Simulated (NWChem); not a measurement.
**C3H3NO (oxazole): levels of theory compared**

Aim: a comparison of 6 runs (HF/STO-3G, HF/3-21G, B3LYP/6-31G*, wB97X/def2-SVP, MP3/def2-SVP) of C3H3NO (oxazole). 

The calculation is run with NWChem 7.3.0.

2 further runs of the same task are left out: 2 set aside as unsound or not needed.

## Step 1: The system as given

C3H3NO: 8 atoms, total charge 0, spin state singlet. SMILES: `c1cocn1`. The shape is that of a PBE0-D4/def2-TZVP optimisation.

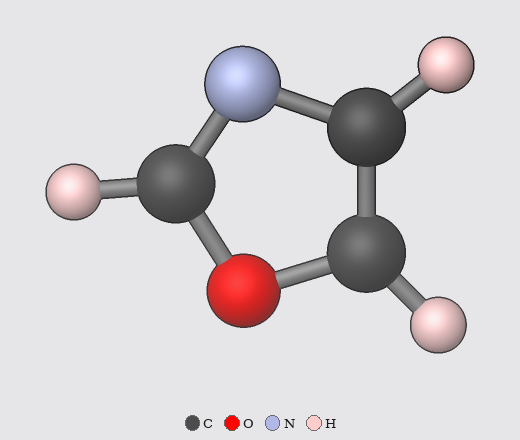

Viewed from a chosen angle; carbon dark grey, oxygen red, nitrogen light blue, hydrogen pink.

## Step 2: Energy and gradient at HF/STO-3G (run 1)

Input file run.py:

```python
from ase import Atoms
from ase.calculators.nwchem import NWChem

molecule = Atoms('CCOCNHHH', positions=[
    [-0.061900, 0.929600, 0.395600],
    [1.003400, 0.196300, 0.014100],
    [0.543600, -0.991000, -0.459600],
    [-0.792200, -0.904500, -0.335200],
    [-1.214100, 0.202900, 0.162800],
    [-0.086300, 1.920900, 0.818200],
    [2.069100, 0.345200, 0.007300],
    [-1.369200, -1.756600, -0.659100],
])

calc = NWChem(
    label='calc',
    theory='scf',
    memory='2200 mb',
    basis='STO-3G',
    basispar='spherical bse',
    scf={'nopen': '0', 'rhf': None, 'thresh': '1e-08', 'maxiter': '80', 'print': 'low'},
)
molecule.calc = calc

forces = molecule.get_forces()
print(f"energy = {molecule.get_potential_energy():.6f} eV")
print("forces (eV/A):")
for s, f in zip(molecule.symbols, forces):
    print(f"{s:2s} {f[0]:10.5f} {f[1]:10.5f} {f[2]:10.5f}")
```

Command:

```bash
$ export ASE_NWCHEM_COMMAND="nwchem PREFIX.nwi > PREFIX.nwo"
$ python run.py
```

What it wrote:

```text
energy = -6571.806783 eV
forces (eV/A):
C     1.95095    0.79735    0.20985
C    -0.17741    0.84826    0.37394
O     1.21042   -0.88955   -0.45946
C    -0.68530   -1.41786   -0.55562
N    -2.29132    0.62061    0.41364
H     0.02036    0.05435    0.02139
H     0.21392    0.16589    0.05626
H    -0.24163   -0.17905   -0.06001
```

The calculator wrote calc.nwi:

```
title "calc"

permanent_dir calc

scratch_dir calc

start calc

geometry units angstrom nocenter noautosym noautoz
  C  -6.1899999999999997e-02 9.2959999999999998e-01 3.9560000000000001e-01
  C  1.0034000000000001e+00 1.9630000000000000e-01 1.4100000000000000e-02
  O  5.4359999999999997e-01 -9.9099999999999999e-01 -4.5960000000000001e-01
  C  -7.9220000000000002e-01 -9.0449999999999997e-01 -3.3520000000000000e-01
  N  -1.2141000000000000e+00 2.0290000000000000e-01 1.6280000000000000e-01
  H  -8.6300000000000002e-02 1.9209000000000001e+00 8.1820000000000004e-01
  H  2.0691000000000002e+00 3.4520000000000001e-01 7.3000000000000001e-03
  H  -1.3692000000000000e+00 -1.7565999999999999e+00 -6.5910000000000002e-01
end

memory 2200 mb

basis spherical bse noprint
   * library STO-3G
end

scf
  nopen 0
  rhf
  thresh 1e-08
  maxiter 80
  print low
end

task scf gradient
```

calc.nwo:

```text
Northwest Computational Chemistry Package (NWChem) 7.3.0
             --------------------------------------------------------

           Job information
           ---------------

    nwchem branch   = 7.3.0
    use scalapack   = T
    input           = calc.nwi
    prefix          = calc.
    data base       = calc/calc.db
    status          = startup
    nproc           =        1

           Memory information
           ------------------

    heap     =     72089598 doubles =      550.0 Mbytes
    stack    =     72089595 doubles =      550.0 Mbytes
    global   =    144179200 doubles =     1100.0 Mbytes (distinct from heap & stack)
    total    =    288358393 doubles =     2200.0 Mbytes
    verify   = yes
    hardfail = no

           Directory information
           ---------------------

  0 permanent = calc
  0 scratch   = calc

                                NWChem Input Module
                                -------------------

                                       calc
                                       ----

[... 26 lines left out ...]
            Nuclear Dipole moment (a.u.)
[... 52 lines left out ...]
                                       calc

  ao basis        = "ao basis"
  functions       =    28
  atoms           =     8
  closed shells   =    18
  open shells     =     0
  charge          =   0.00
  wavefunction    = RHF
  input vectors   = atomic
  output vectors  = calc/calc.movecs
  use symmetry    = F
  symmetry adapt  = F

 Forming initial guess at       0.0s

 Starting SCF solution at       0.1s

       Final RHF  results
       ------------------

         Total SCF energy =   -241.509446720407
      One-electron energy =   -655.163475281475
      Two-electron energy =    249.442554104011
 Nuclear repulsion energy =    164.211474457058

        Time for solution =      1.8s

                              NWChem Gradients Module
                              -----------------------

                         RHF ENERGY GRADIENTS

    atom               coordinates                        gradient
                 x          y          z           x          y          z
   1 C      -0.116974   1.756689   0.747576   -0.037940  -0.015506  -0.004081
   2 C       1.896151   0.370953   0.026645    0.003450  -0.016496  -0.007272
   3 O       1.027255  -1.872718  -0.868518   -0.023539   0.017299   0.008935
[... 4 lines of this table left out ...]
   8 H      -2.587413  -3.319493  -1.245518    0.004699   0.003482   0.001167

 Task  times  cpu:        2.2s     wall:        2.2s
 Total times  cpu:        2.2s     wall:        2.2s
```

It took 3.6 s on 1 thread of Intel Xeon Platinum 8488C (Sapphire Rapids), shared host; peak memory 0.1 GiB.

## Step 3: Energy and forces at HF/3-21G (run 2)

Input file mymol.nw:

```
start mymol
memory stack 880 mb heap 220 mb global 1100 mb
geometry units angstrom noautosym nocenter noautoz
 C       -0.061900       0.929600       0.395600
 C        1.003400       0.196300       0.014100
 O        0.543600      -0.991000      -0.459600
 C       -0.792200      -0.904500      -0.335200
 N       -1.214100       0.202900       0.162800
 H       -0.086300       1.920900       0.818200
 H        2.069100       0.345200       0.007300
 H       -1.369200      -1.756600      -0.659100
end
basis spherical bse
 * library 3-21G
end
scf
 nopen 0
 rhf
 thresh 1e-08
 maxiter 80
 print medium
end
task scf gradient
```

Command:

```bash
$ nwchem mymol.nw > mymol.out
```

What it wrote:

```text
[...]
  functions       =    51
[...]
  wavefunction    = RHF
[...]
         Total SCF energy =   -243.247073519775
      One-electron energy =   -655.199289614109
      Two-electron energy =    247.740741637277
 Nuclear repulsion energy =    164.211474457058
        Time for solution =      2.4s
[...]
                         RHF ENERGY GRADIENTS
    atom               coordinates                        gradient
                 x          y          z           x          y          z
   1 C      -0.116974   1.756689   0.747576   -0.026717  -0.024884  -0.008800
   2 C       1.896151   0.370953   0.026645   -0.025322  -0.030510  -0.011334
   3 O       1.027255  -1.872718  -0.868518   -0.002362   0.009105   0.004068
   4 C      -1.497041  -1.709257  -0.633436    0.046562   0.028316   0.008929
   5 N      -2.294316   0.383425   0.307647    0.002942   0.018378   0.007622
   6 H      -0.163083   3.629975   1.546174   -0.001262   0.011883   0.005136
   7 H       3.910032   0.652333   0.013795    0.012850  -0.000625  -0.001107
   8 H      -2.587413  -3.319493  -1.245518   -0.006692  -0.011663  -0.004514
[...]
```

It took 3.6 s on 1 thread of Intel Xeon Platinum 8488C (Sapphire Rapids), shared host; peak memory 0.1 GiB.

Runs 3 to 5 aren't shown in full; the table further down has their settings and results.

## Step 4: The energy at MP3/def2-SVP (run 6)

Input file test.xyz:

```xyz
8
C3H3NO
C     -0.061900     0.929600     0.395600
C      1.003400     0.196300     0.014100
O      0.543600    -0.991000    -0.459600
C     -0.792200    -0.904500    -0.335200
N     -1.214100     0.202900     0.162800
H     -0.086300     1.920900     0.818200
H      2.069100     0.345200     0.007300
H     -1.369200    -1.756600    -0.659100
```

Input file test.nw:

```
start test
title "C3H3NO"
memory stack 330 mb heap 110 mb global 1760 mb

geometry units angstrom noautosym nocenter noautoz
  load format xyz test.xyz
end

basis spherical bse
  * library def2-SVP
end

scf
  thresh 1e-08
  maxiter 80
end

tce
  scf
  mbpt3
  freeze core 5
  maxiter 60
end

task tce energy
```

Command:

```bash
$ nwchem test.nw > test.out
```

What it wrote:

```text
[...]
  functions       =    85
[...]
  wavefunction    = RHF
[...]
         Total SCF energy =   -244.444882472420
      One-electron energy =   -657.187519608782
      Two-electron energy =    248.531162679303
 Nuclear repulsion energy =    164.211474457058
        Time for solution =     14.2s
[...]
         Wavefunction type : Restricted Hartree-Fock
          No. of electrons :    36
[...]
         Spin multiplicity : singlet
[...]
```

Wall time 41 s (1 thread of Intel Xeon Platinum 8488C (Sapphire Rapids), shared host); peak memory 1.3 GiB.

## Step 5: The series

| run | level | iteration cap | module | energy (Eh) | largest force (eV/Å) | wall time |
| --- | --- | --- | --- | --- | --- | --- |
| 1 | HF/STO-3G | 80 | scf | -241.509447 | 2.410 | 3.6 s |
| 2 | HF/3-21G | 80 | scf | -243.247074 | 2.840 | 3.6 s |
| 3 | B3LYP/6-31G* (spherical functions) | 100 | dft | -246.064568 | 0.732 | 44 s |
| 4 | B3LYP/6-31G* (Cartesian functions) | 100 | dft | -246.069334 | 0.737 | 47 s |
| 5 | wB97X/def2-SVP | 100 | dft | -245.825116 | 0.424 | 2 min |
| 6 | MP3/def2-SVP | 80 | tce | -245.187212 | – | 41 s |

## Step 6: Results

| quantity | value |
| --- | --- |
| run 6: total energy | -245.18721 Eh |
| run 6: HOMO energy (Hartree–Fock orbitals) | -9.61 eV |
| run 6: LUMO energy (Hartree–Fock orbitals) | 4.02 eV |
| run 6: HOMO–LUMO gap (Hartree–Fock orbitals) | 13.63 eV |
| run 6: correlation energy (5 core orbitals frozen) | -742.3 mEh |

In words: Over runs 2, 3, 4, 5 the dipole moment (its size) runs from 1.55 D (B3LYP/6-31G*) to 1.60 D (HF/3-21G). The two ends differ in method and basis. Over runs 2, 3, 4, 5 the HOMO–LUMO gap runs from 6.95 eV (B3LYP/6-31G*) to 14.03 eV (HF/3-21G). Totals of different functionals can't be ranked against each other. In run 1 the basis is minimal, so the values are rough. All runs together took 4.3 min, the longest 2 min.
